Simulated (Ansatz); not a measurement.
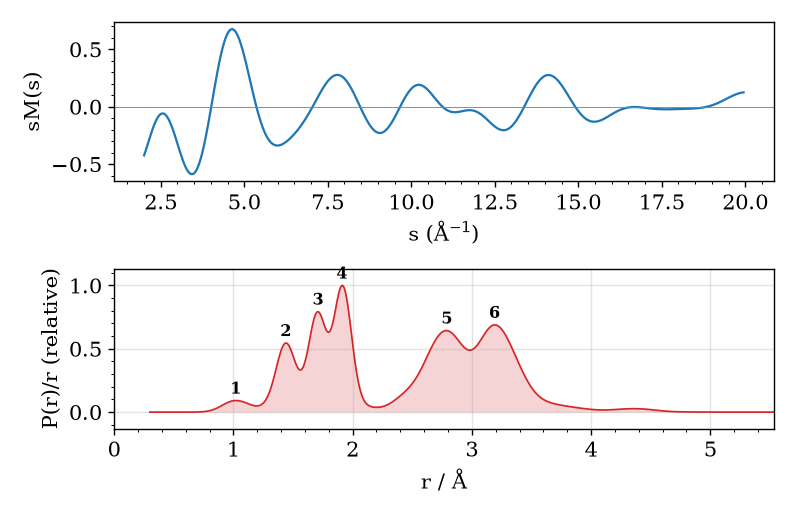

Simulated gas electron diffraction: reduced molecular intensity sM(s) from the Debye equation in the first Born approximation (top) and the radial distribution curve (bottom) of CH₅FOSSi. Each pair of atoms contributes with weight ZᵢZⱼ/r; damping constant 0.0015 Å²; vibrational amplitudes assumed, not computed: 0.05 Å for bonds, 0.078 Å for bonds to H, 0.06 + 0.015 r up to 0.15 Å for other pairs. The geometry is the end point of an optimisation (Ansatz 0.2.0, RKS r2SCAN-D4/6-31G); it may be a saddle point or a higher isomer.

> Read the positions of the numbered peaks and name the main pairs (– for bonds).

Peak 1, 1.02 Å: O–H 0.98 Å, C–H 1.10 Å, not resolved
Peak 2, 1.44 Å: S–H 1.38 Å, O–C 1.44 Å, Si–H 1.50 Å (×2), not resolved
Peak 3, 1.71 Å: Si–F 1.71 Å
Peak 4, 1.91 Å: S–C 1.92 Å, Si–C 1.92 Å
Peak 5, 2.79 Å: Si···O 2.69 Å, S···O 2.81 Å, F···C 2.89 Å, not resolved
Peak 6, 3.19 Å: S···Si 3.15 Å, S···F 3.28 Å, F···O 3.41 Å, not resolved
